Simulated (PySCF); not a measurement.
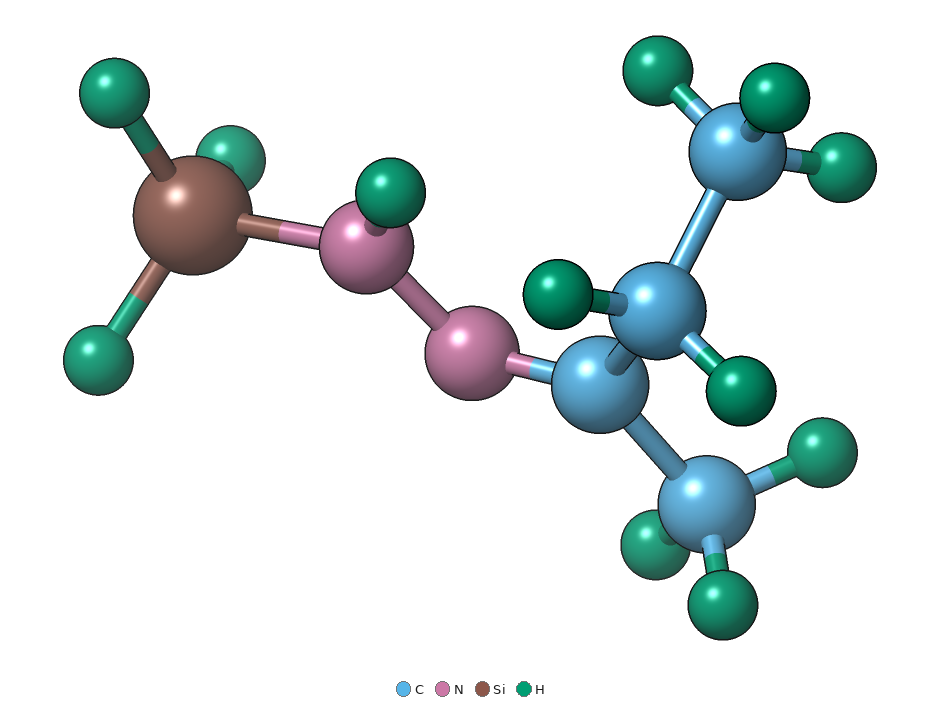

A ball-and-stick model of a molecule. Every bond is drawn as one stick, whatever its order.

The geometry was computed by an optimisation with GFN2-xTB. No frequency run is at hand to confirm it as a minimum.

What does the picture show?

The molecule is C4H12N2Si. Its SMILES string is `CC/C(C)=N\N[SiH3]`. It has no ring. Among its groups: imine, Si–H bond, Si–N bond. This geometry has C1 symmetry. Coordination: 3 C tetrahedral; 1 C trigonal planar; 1 N bent; 1 N trigonal planar; 1 Si tetrahedral.
